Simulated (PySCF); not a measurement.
**SiC (charge −1, doublet): density, localisation and related maps**

```xyz
2

Si    0.0000    0.0000   -0.5052
C     0.0000    0.0000    1.1778
```

⟨S²⟩ = 0.82, above the pure value of 0.75.

These are results of PBE0/aug-cc-pVDZ(-PP), non-relativistic Hamiltonian with scalar-relativistic core potentials where named, at a bond length of 1.683 Å in PySCF 2.14.0, not measurements.

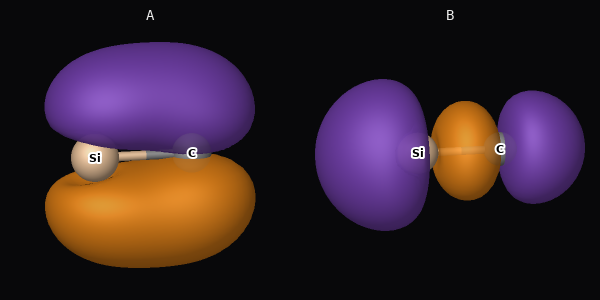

Figure 1. Two frontier α-spin orbitals, each drawn at the value that holds 80 % of its norm (orange and purple are the two phases), in no order; of a degenerate pair one member is drawn.

### Name the orbitals and rank them from lowest to highest energy.

Orbital B: σ, occupied in this spin, −1.56 eV; shared between the atoms (Si 55 %, C 45 %).
Orbital A: π, occupied in this spin, −0.81 eV; bonding, with no node between the atoms.

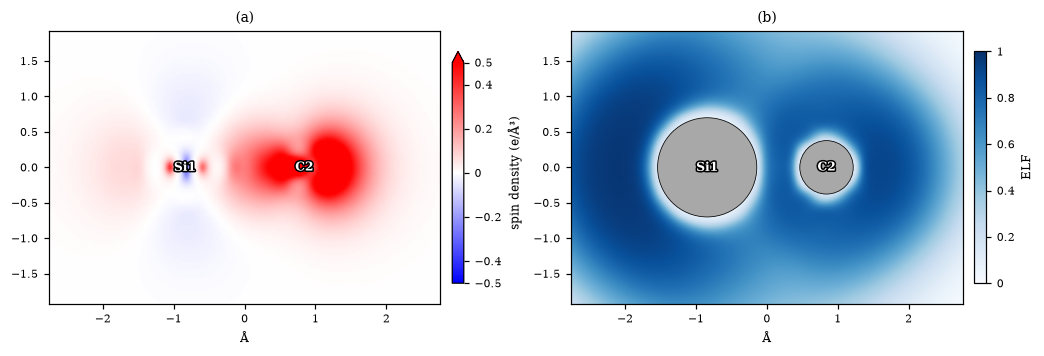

Figure 2. (a) spin density; (b) ELF on a plane that holds the molecular axis. Grey discs cover the atomic cores in the ELF map.

### What does the map show?

Atoms in the plane: Si and C. C–Si (1.68 Å): the ELF peaks at about 0.80 between the atoms (localised, covalent bonding). The ELF also peaks beside Si1 and C2, away from the bonds: non-bonding electrons, paired or unpaired. The unpaired spin (1 electron) lies mostly on C2 (about 1.0), in electrons by Hirshfeld's partition.

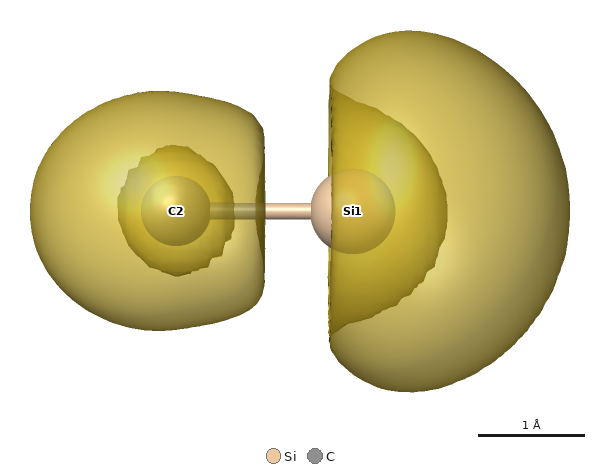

Figure 3. Isosurface of the ELF at 0.75 (yellow), seen from one side. Only the valence region is drawn (cores and ρ < 0.01 e/Å³ removed).

### Describe the localisation domains.

The surface consists of one lobe on Si, pointing away from the bonds (non-bonding electrons) and one region wrapped around C (its valence shell).
